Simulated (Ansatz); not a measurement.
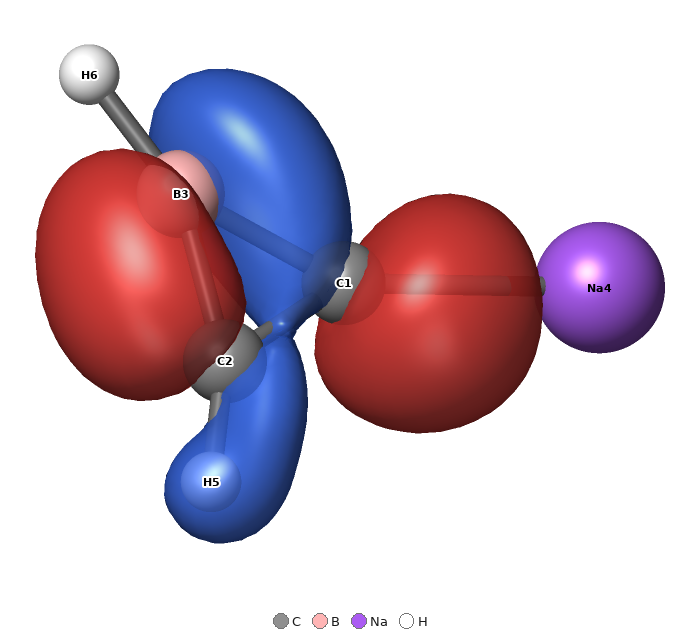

The picture shows: C2H2BNa (SMILES [Na][C]1=CB1). One frontier orbital at ±0.15 Å⁻³ᐟ² (blue and red are the two phases), seen at a tilt.

Geometry: PBE0-D3(BJ)/pcseg-1.

Method: isolated molecule in a Gaussian basis; Kohn-Sham density functional theory, functional PBE0 (Ansatz).

Input

```
crystal:
  periodic: [false, false, false]
  atoms:
    - {symbol: C, position_ang: [0.284819, 1.056235, -0.055322]}
    - {symbol: C, position_ang: [0.803127, 1.019851, 1.213650]}
    - {symbol: B, position_ang: [1.248549, 2.125741, 0.390217]}
    - {symbol: Na, position_ang: [-1.053978, 0.147939, -1.647071]}
    - {symbol: H, position_ang: [0.720981, 0.381483, 2.096704]}
    - {symbol: H, position_ang: [1.877935, 3.120428, 0.182652]}
basis:
  gaussian:
    orbitals: def2-TZVPD
hamiltonian:
  xc: {name: PBE0}
output: {forces: true, orbitals: {seedname: orbitals}}
```

Command:

```sh
ansatz run input.yaml --threads 1 --pin off --max-ram 2610MiB --events-out events.jsonl --progress --plain --runs-dir runs
```

### Which orbital is it: HOMO or LUMO?

The HOMO, at −4.69 eV. Its weight (Hirshfeld) is mainly on C1 (about 40 %), B3 (about 25 %), C2 (about 20 %) and Na4 (about 10 %); it is symmetric in the molecular plane (an in-plane orbital: σ, lone-pair or in-plane π type).
